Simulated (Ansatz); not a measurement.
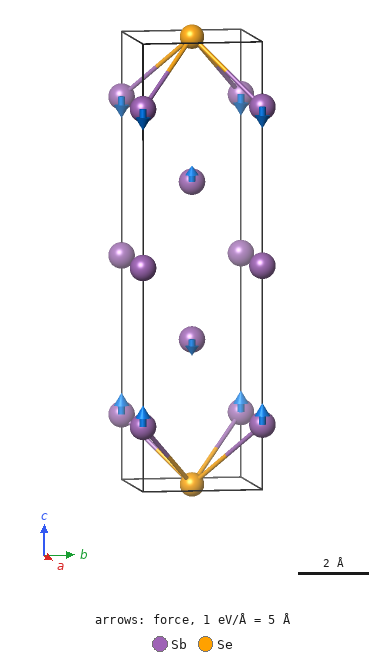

Starting geometry of crystalline Sb$_{5}$Se (a generated structure, set up in P4/mmm) (coarse preliminary run) with the computed forces as blue arrows. Style: ball-and-stick. Shown: the cell of the calculation, slightly off an axis.

Method: Ansatz 0.2.0, DFT PBE, scalar-relativistic, plane waves, PAW.

The input:
```yaml
crystal:
  lattice:
    - [3.495191849, 0.0, 0.0]
    - [0.0, 3.495191849, 0.0]
    - [0.0, 0.0, 12.9810067285]
  atoms:
    - { symbol: Sb, position: [0.5, 0.5, 0.3238017992] }
    - { symbol: Sb, position: [0.5, 0.5, 0.6761982008] }
    - { symbol: Sb, position: [0.0, 0.0, 0.1453041081] }
    - { symbol: Sb, position: [0.0, 0.0, 0.8546958919] }
    - { symbol: Sb, position: [0.0, 0.0, 0.5] }
    - { symbol: Se, position: [0.5, 0.5, 0.0] }
basis:
  ecutwfc: 420
kpoints:
  mp_grid: { grid: [6, 6, 2] }
hamiltonian:
  xc: pbe
scf:
  occupations: { method: gaussian, width: 0.1 }
  lower_state_search: "off"
output:
  forces: true
  stress: true
  eigenvalues: true
relax:
  adjacent_minimum: "off"
  f_tol: 0.04
  max_steps: 70
  cell: { stress_tol: 0.4 }
```

Run as
```bash
ansatz run input.yaml --threads 1 --pin off --max-ram 2560MiB --backend cpu --events-out ev --progress --plain --runs-dir out
```

Question: Is this structure relaxed? If not, where do the atoms go?

Answer: It isn't relaxed: the largest force vector, on Sb atoms, is 0.12 eV/Å. The final displacements have little in common with the starting forces (cosine between the two patterns 0.08). The largest moves relative to the cell, 0.074 Å, are those of Sb1 and Sb2. Sb2 goes along −c. Se stays in place. The volume changes by −0.8 %, with a = b 3.495 → 3.678 Å (+5.2 %), c 12.981 → 11.632 Å (−10.4 %). Near-neighbour distances that change, for instance: Sb3–Se6 3.109 → 3.138 Å. Among the angles between lasting bonds that change: Se6–Sb3–Se6 105.3° → 111.9°, Se6–Sb3–Se6 68.4° → 71.7°. The space group stays P4/mmm (No. 123). After 4 accepted moves (5 points after the start) the energy has fallen by 35.3 meV per atom. Largest force component: 0.12 eV/Å at the start, 0.029 eV/Å at the end. Pressure: −0.31 GPa at the start and −0.10 GPa at the end. The SCF was repeated once at an unchanged geometry on a basis and grid sized afresh for the cell, which shifted the energy by less than 0.05 meV per atom at most.
